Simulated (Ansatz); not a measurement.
**AlBrH₄Si: small, medium and large basis sets**

Aim: see how fast density functionals converge with the basis set for AlBrH₄Si.

Computed with Ansatz 0.2.0, Gaussian basis. Level: one geometry, several basis sets.

Levels to be run: PBE0-D4/def2-SVP; ωB97M-V/def2-SVP; PBE0-D4/def2-QZVPP; ωB97M-V/def2-QZVPP; the functionals' def2-TZVPP values are taken from earlier runs.

**1. The geometry**

An earlier PBE0-D4 in a triple-zeta def2 set relaxation fixed the geometry.

SMILES `[SiH3][AlH][Br]`, 7 atoms, charge 0, spin multiplicity 1.

Atoms are counted from 1 here; the program's logs count them from 0.

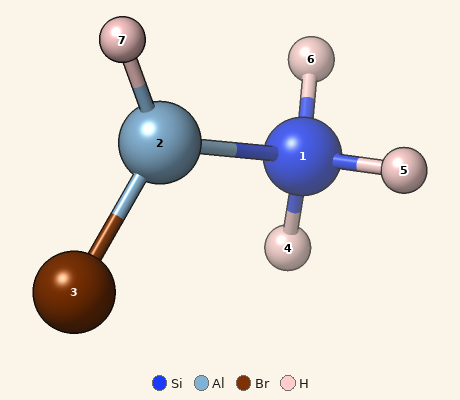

The geometry (silicon blue, aluminium light blue, bromine brown, hydrogen pink); atoms are numbered from 1 in the order of the file.

**2. PBE0-D4 in def2-SVP**

in.yaml reads:

```yaml
crystal:
  periodic: [false, false, false]
  atoms:
    - {symbol: Si, position_ang: [-0.907094, 0.501794, -0.366851]}
    - {symbol: Al, position_ang: [1.146736, -0.444681, 0.565246]}
    - {symbol: Br, position_ang: [1.679818, -2.560728, -0.038194]}
    - {symbol: H, position_ang: [-1.888733, -0.560033, -0.715711]}
    - {symbol: H, position_ang: [-0.582950, 1.261076, -1.608655]}
    - {symbol: H, position_ang: [-1.549266, 1.450930, 0.585248]}
    - {symbol: H, position_ang: [2.162690, 0.283541, 1.533217]}
basis:
  gaussian: {orbitals: def2-SVP}
hamiltonian: {xc: pbe0, dispersion: d4}
output: {orbitals: {seedname: orbitals}}
```

Launch:

```sh
$ ansatz run in.yaml --threads 2 --pin off --events-out ev --progress --plain --max-ram 4352MiB
```

Log:

```text
Functional definition: PBE0
  name "PBE0"
  cite "Adamo & Barone, J. Chem. Phys. 110, 6158 (1999) doi:10.1063/1.478522"
  cite "Perdew, Burke & Ernzerhof, Phys. Rev. Lett. 77, 3865 (1996) doi:10.1103/PhysRevLett.77.3865"
  parent pbe
  parameter a = 0.25
  parameter kappa = 0.804
  parameter beta = 0.06672455060314922
  exchange = (1 - a)*pbe_x(kappa = kappa, mu = beta*pi^2/3) + a*exact_x
  correlation = pbe_c(beta = beta)
835 factors; integrals over basis functions are off by at most 1.2e-3 eV
mean field evaluation 1: about -84559.1095 eV, gradient 1.2e1 eV
mean field evaluation 2: about -84559.4156 eV, gradient 8.7e0 eV
mean field evaluation 4: about -84559.6729 eV, gradient 3.3e-1 eV
mean field evaluation 8: about -84559.7028 eV, gradient 3.6e-2 eV
mean field -84559.70276715 eV, -3107.5117600677 hartree, gradient 3.1e-5 eV, S^2 0.000000; 0 other end points of the search recorded, 0 dependent functions left out
reference -84559.70279573 eV, -3107.5117611181 hartree; 33, 33 occupied and 55, 55 virtual orbitals, 835 factors
Total energy: -84559.82442461 eV, -3107.5162308967 hartree
```

Wall time 1.4 s (2 threads of AMD EPYC 7B13, shared host).

**3. ωB97M-V in def2-SVP**

in.yaml: that of step 2 with these lines changed.

```diff
@@ -12,3 +12,3 @@
   gaussian: {orbitals: def2-SVP}
-hamiltonian: {xc: pbe0, dispersion: d4}
+hamiltonian: {xc: {name: wB97M-V}}
 output: {orbitals: {seedname: orbitals}}
```

The command is unchanged.

Log, shortened:

```text
Functional definition: wB97M-V
  name "wB97M-V"
  cite "Mardirossian & Head-Gordon, J. Chem. Phys. 144, 214110 (2016) doi:10.1063/1.4952647"
  cite "Becke, J. Chem. Phys. 107, 8554 (1997) doi:10.1063/1.475007"
  cite "Vydrov & Van Voorhis, J. Chem. Phys. 133, 244103 (2010) doi:10.1063/1.3521275"
  # Of w^i u^j: cxij and so on, Table III.
[...]
  gx(w, u) = 1 - cx + cx01*u + cx10*w
  gss(w, u) = css00 + css04*u^4 + css10*w + css20*w^2 + css43*w^4*u^3
  gos(w, u) = cos00 + cos10*w + (cos20 + cos21*u)*w^2 + (cos60 + cos61*u)*w^6
[...]
      + integral(e_c_pw_mod_opposite_spin*gos(b97_w_opposite, b97_u_opposite)) + vv10(b, c)
835 factors; integrals over basis functions are off by at most 1.2e-3 eV
267 factors; integrals over basis functions are off by at most 8.6e-6 eV
[...]
mean field -84569.00364755 eV, -3107.8535611178 hartree, gradient 7.3e-5 eV, S^2 0.000000; 0 other end points of the search recorded, 0 dependent functions left out
reference -84569.00369273 eV, -3107.8535627784 hartree; 33, 33 occupied and 55, 55 virtual orbitals, 835 factors
Total energy: -84569.00369273 eV, -3107.8535627784 hartree
```

Run time: 5.5 s. Hardware: 2 threads of AMD EPYC 7B13, shared host; peak memory 0.27 GiB.

**4. PBE0-D4 in def2-QZVPP**

in.yaml: that of step 3 with these lines changed.

```diff
@@ -11,4 +11,4 @@
 basis:
-  gaussian: {orbitals: def2-SVP}
-hamiltonian: {xc: {name: wB97M-V}}
+  gaussian: {orbitals: "def2-QZVPP.json"}
+hamiltonian: {xc: pbe0, dispersion: d4}
 output: {orbitals: {seedname: orbitals}}
```

Launched as before.

Log:

```text
Functional definition: PBE0
  name "PBE0"
  cite "Adamo & Barone, J. Chem. Phys. 110, 6158 (1999) doi:10.1063/1.478522"
  cite "Perdew, Burke & Ernzerhof, Phys. Rev. Lett. 77, 3865 (1996) doi:10.1103/PhysRevLett.77.3865"
  parent pbe
  parameter a = 0.25
  parameter kappa = 0.804
  parameter beta = 0.06672455060314922
  exchange = (1 - a)*pbe_x(kappa = kappa, mu = beta*pi^2/3) + a*exact_x
  correlation = pbe_c(beta = beta)
1589 factors; their error is unknown
mean field evaluation 1: about -84574.1955 eV, gradient 1.6e1 eV
mean field evaluation 2: about -84574.7640 eV, gradient 1.0e1 eV
mean field evaluation 4: about -84575.0095 eV, gradient 7.9e-1 eV
mean field evaluation 8: about -84575.1989 eV, gradient 2.7e-1 eV
mean field -84575.19894462 eV, -3108.0812340859 hartree, gradient 6.5e-5 eV, S^2 0.000000; 0 other end points of the search recorded, 0 dependent functions left out
reference -84575.19898677 eV, -3108.0812356351 hartree; 33, 33 occupied and 316, 316 virtual orbitals, 1589 factors
Total energy: -84575.32061565 eV, -3108.0857054138 hartree
```

Run time: 8 s. Hardware: 2 threads of AMD EPYC 7B13, shared host; peak memory 1.1 GiB.

**5. ωB97M-V in def2-QZVPP**

in.yaml: that of step 4 with these lines changed.

```diff
@@ -12,3 +12,3 @@
   gaussian: {orbitals: "def2-QZVPP.json"}
-hamiltonian: {xc: pbe0, dispersion: d4}
+hamiltonian: {xc: {name: wB97M-V}}
 output: {orbitals: {seedname: orbitals}}
```

Launched as before.

Log, shortened:

```text
Functional definition: wB97M-V
  name "wB97M-V"
  cite "Mardirossian & Head-Gordon, J. Chem. Phys. 144, 214110 (2016) doi:10.1063/1.4952647"
  cite "Becke, J. Chem. Phys. 107, 8554 (1997) doi:10.1063/1.475007"
  cite "Vydrov & Van Voorhis, J. Chem. Phys. 133, 244103 (2010) doi:10.1063/1.3521275"
  # Of w^i u^j: cxij and so on, Table III.
[...]
  gx(w, u) = 1 - cx + cx01*u + cx10*w
  gss(w, u) = css00 + css04*u^4 + css10*w + css20*w^2 + css43*w^4*u^3
  gos(w, u) = cos00 + cos10*w + (cos20 + cos21*u)*w^2 + (cos60 + cos61*u)*w^6
[...]
      + integral(e_c_pw_mod_opposite_spin*gos(b97_w_opposite, b97_u_opposite)) + vv10(b, c)
1495 factors; their error is unknown
311 factors; integrals over basis functions are off by at most 2.8e-5 eV
[...]
mean field -84584.42657730 eV, -3108.4203433323 hartree, gradient 3.5e-5 eV, S^2 0.000000; 0 other end points of the search recorded, 0 dependent functions left out
reference -84584.42664450 eV, -3108.4203458016 hartree; 33, 33 occupied and 316, 316 virtual orbitals, 1495 factors
Total energy: -84584.42664450 eV, -3108.4203458016 hartree
```

Wall time 19 s (2 threads of AMD EPYC 7B13, shared host); peak memory 1.2 GiB.

**6. Density functionals: the series**

The def2-TZVPP values come from earlier runs at the same geometry.

```tsv
functional	basis	functions	energy (eV)	from the largest (eV)	HOMO (eV)	LUMO (eV)
PBE0-D4	def2-SVP	88	-84559.8244	15.496	-7.70	-2.07
PBE0-D4	def2-TZVPP	188	-84573.4250	1.896	-7.71	-2.09
PBE0-D4	def2-QZVPP	349	-84575.3206	0.000	-7.72	-2.10
ωB97M-V	def2-SVP	88	-84569.0037	15.423	-9.67	-0.34
ωB97M-V	def2-TZVPP	188	-84582.5994	1.827	-9.72	-0.42
ωB97M-V	def2-QZVPP	349	-84584.4266	0.000	-9.72	-0.48
```

**7. Outcome**

| quantity | value |
| --- | --- |
| PBE0-D4: double and triple zeta above quadruple | 15.50, 1.90 eV |
| ωB97M-V: double and triple zeta above quadruple | 15.42, 1.83 eV |

In words: For PBE0-D4 the step from double to triple zeta gains 13.60 eV and the next only 1.90 eV. Total energies overstate the basis error of differences, where much of it tends to cancel.

For PBE0-D4 the largest set took about 6 times as long as the smallest (8 s against 1.4 s).
